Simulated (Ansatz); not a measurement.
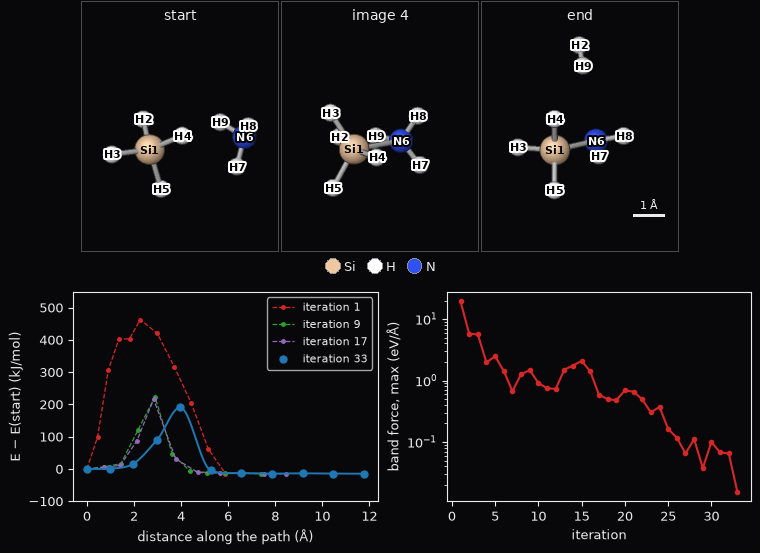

A search for the minimum-energy path of SiNH7, made up at the start of SiH4 and NH$_{3}$ by the nudged elastic band. Images are numbered from 0 (start) to 10 (end). The plot follows the band through its iterations. Style: ball-and-stick. Shown at a tilt.

Level of theory: RKS B3LYP-D4/def2-mTZVP in Ansatz. Set-up: 9 movable images; climbing image; force threshold 0.03 eV/Å; iteration limit 60; starting path through a guess of the saddle point.

**Judge this run.**

The run is converged, with reservations. The band converged in 33 iterations. The largest component of the band force went from 19 to 0.015 eV/Å. The climbing image converged on the top of the path. Its vibrational analysis gives one imaginary mode (1404i cm⁻¹), as a transition state must have. The first iteration put the highest image at 463.3 kJ/mol. The energy climbs by 190.9 kJ/mol to image 4 and then falls by 205.4 kJ/mol, so the end point sits at −14.5 kJ/mol.

Limits of the set-up: the start holds two separate molecules, 2.9 Å apart at their closest, whose relative position is a soft coordinate.
